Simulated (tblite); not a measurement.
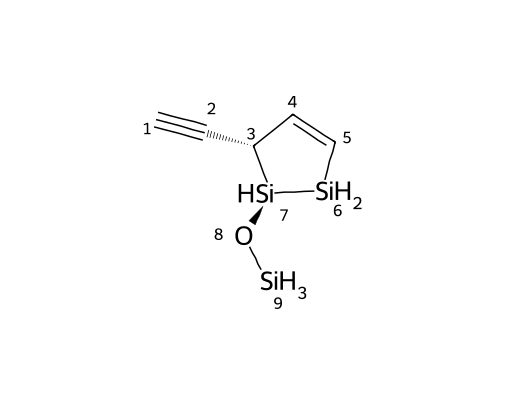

A structural formula, with wedges where it has stereocentres; small numbers name the atoms. The configuration is that of a computed structure (GFN2-xTB).

> Assign CIP descriptors.

C3: S; Si7: R.

> Give a SMILES with the stereochemistry.

C#C[C@@H]1C=C[SiH2][Si@H]1O[SiH3]
